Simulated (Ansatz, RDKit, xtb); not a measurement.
**CH10NPSi3: which of the isomers drawn lies lowest?**

A sample of isomers of CH10NPSi3 is drawn. Aim: find which of them has the lowest free energy at 298.15 K, then its properties. The sample is small against all isomers, and the most stable one of this formula need not be in it.

The funnel: GFN2-xTB relaxations, single points with a density functional, relaxations at B3LYP/def2-SVP, harmonic vibrations (at GFN2-xTB), and a last energy at a higher level. All values are calculated.

## (1) Candidates

Isomers were taken from a list of plausible structures; this is a sample, not all of them. That gives 6 candidates.

```tsv
label	SMILES	spin
c249	[SiH3]CN1[SiH2]P[SiH2]1	singlet
c450	N[Si@@H]1[SiH2]C[SiH2][P@H]1	singlet
c565	[SiH3]C[Si@@H]1N[SiH2][P@@H]1	singlet
c764	[SiH3]/C=P/N([SiH3])[SiH3]	singlet
c783	C=N[SiH2][SiH2][SiH2]P	singlet
c955	C=N[SiH2]P([SiH3])[SiH3]	singlet
```

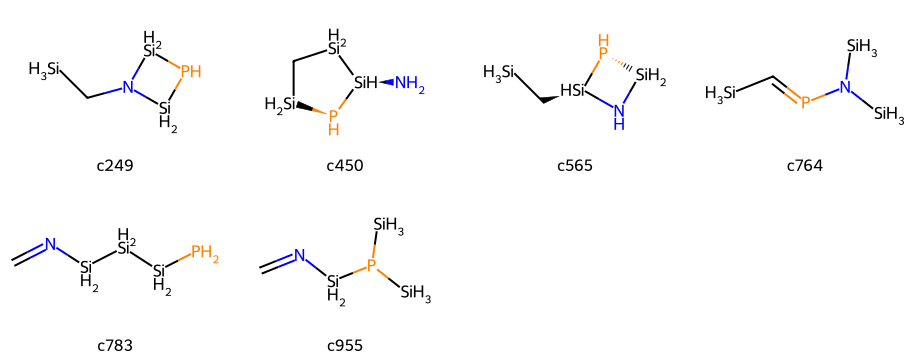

Structural formulas of the candidates.

Candidates are built by distance geometry, with a force field where one applies, in up to four conformers (letters a to d).

Q: Predict the outcome of this search (final energies at CCSD(T)/def2-SVP + MP2/def2-TZVPP - MP2/def2-SVP).

| quantity | value |
| --- | --- |
| lowest structure found | [SiH3]C[Si@@H]1N[SiH2][P@@H]1, singlet |
| next finalist | N[Si@@H]1[SiH2]C[SiH2][P@H]1, singlet, 8.9 kcal/mol higher in G |
| share at equilibrium, among the finalists | 100.0 % |

The lowest structure found is `[SiH3]C[Si@@H]1N[SiH2][P@@H]1`. The margin of 8.9 kcal/mol over the next finalist is beyond the usual error of the last level; it says nothing of structures that weren't ranked. r2SCAN-D4/def2-SVP, B3LYP/def2-SVP, HF/def2-SVP and MP2/def2-SVP already put its bonding pattern lowest among the structures in one piece; GFN2-xTB favours the singlet [SiH3]CN1[SiH2]P[SiH2]1; HF/STO-3G favours the singlet N[Si@@H]1[SiH2]C[SiH2][P@H]1. 3 minima inside the window were never screened. Lowest found is not proven lowest: the search is finite, and each finalist counts with one conformer. Only 6 drawn patterns were tried, so whole families of isomers are missing, and the result ranks this sample alone. The lowest isomer need not be the one that is made and kept in a bottle, which depends on barriers.
